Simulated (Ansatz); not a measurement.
## Electronic structure of C$_{3}$H$_{8}$GaS (SMILES C[CH](C)[Ga][SH]) (doublet) in real space

Input file:

```
crystal:
  periodic: [false, false, false]
  atoms:
    - {symbol: C, position_ang: [-0.467168, -0.465186, 1.343371]}
    - {symbol: C, position_ang: [0.014884, -0.781678, -0.063391]}
    - {symbol: C, position_ang: [1.429955, -0.288142, -0.319056]}
    - {symbol: Ga, position_ang: [-1.236069, 0.116928, -1.394721]}
    - {symbol: S, position_ang: [-1.238684, 2.356639, -1.182937]}
    - {symbol: H, position_ang: [-1.473337, -0.846430, 1.536532]}
    - {symbol: H, position_ang: [-0.478479, 0.611820, 1.535173]}
    - {symbol: H, position_ang: [0.201175, -0.918122, 2.086829]}
    - {symbol: H, position_ang: [-0.045895, -1.857341, -0.247126]}
    - {symbol: H, position_ang: [2.126921, -0.738184, 0.399508]}
    - {symbol: H, position_ang: [1.787219, -0.542308, -1.320468]}
    - {symbol: H, position_ang: [1.507337, 0.797195, -0.205385]}
    - {symbol: H, position_ang: [-2.127849, 2.554809, -2.168319]}
basis:
  gaussian: {orbitals: def2-TZVPP}
magnetization: {spin_polarized: true, initial_magnetization: 1}
hamiltonian: {xc: pbe0, dispersion: d4}
output: {orbitals: {seedname: orbitals}}
```

Command:

```sh
ansatz run in.yaml --threads 2 --pin off --events-out ev --progress --plain --max-ram 22528MiB --backend cuda --devices 0, --max-vram 18GiB
```

Geometry: PBE0-D4/def2-TZVP.

All numbers below come from Ansatz, UKS PBE0-D4/def2-TZVPP.

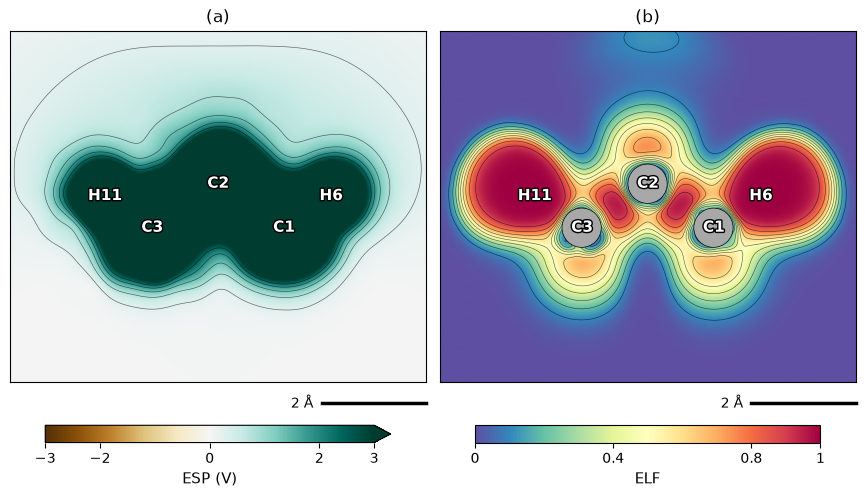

Figure 1. (a) electrostatic potential; (b) electron localisation function on the plane of atoms C2, C3 and H11. Grey discs cover the atomic cores in the ELF map.

What does the map show?

Answer. The plane passes through C and H nuclei. C–C (1.52 Å): the ELF peaks at about 0.95 between the atoms, as expected for a shared electron pair. C–H (1.09 Å): the ELF climbs to about 1 towards the hydrogen, as it does in any bond to H; an ordinary covalent bond to hydrogen. The potential has no marked negative region in this plane.

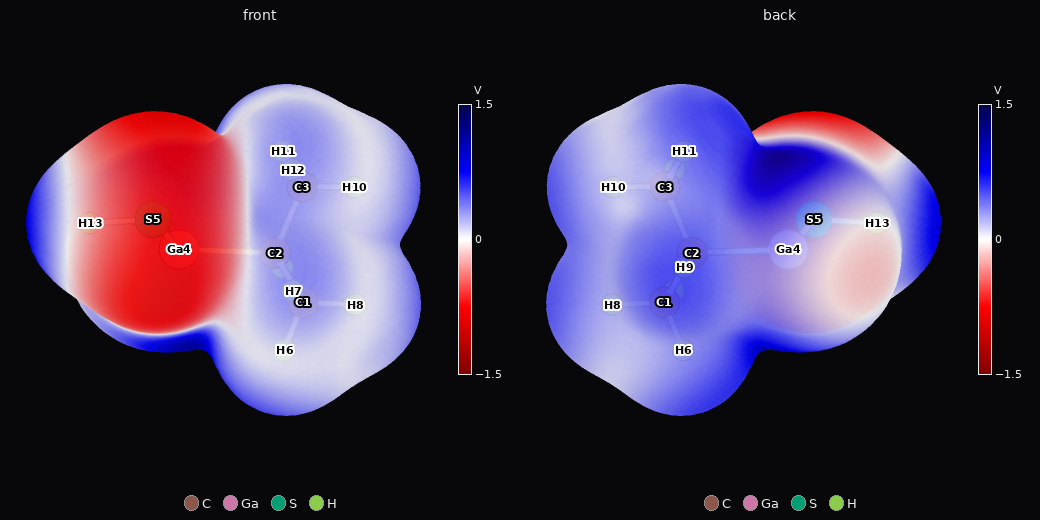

Figure 2. The electrostatic potential painted on the density surface at 0.001 e/bohr³, seen from the front and from behind; red is negative and blue positive.

Which sites attract a positive test charge, and which a negative one?

Answer. A positive charge is drawn to the negative regions and a negative charge to the positive ones. The most negative region (about −0.8 V) lies over S5, the most positive (about +1.1 V) over Ga4.

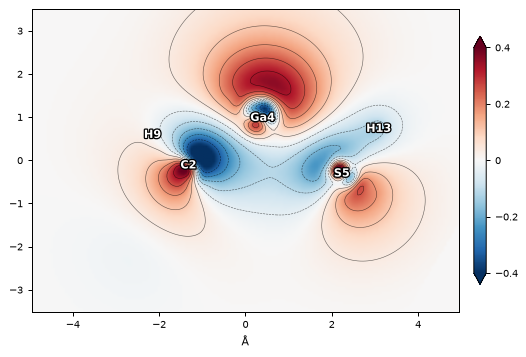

Figure 3. One frontier orbital on the plane of atoms Ga4, C2 and H9 (values in Å⁻³ᐟ²; the overall sign is arbitrary).

Which orbital is it: HOMO (β) or LUMO (β)?

Answer. The LUMO (β), at −2.59 eV. By Hirshfeld shares it lies mainly on Ga4 (about 65 %), C2 (about 15 %) and S5 (about 15 %).
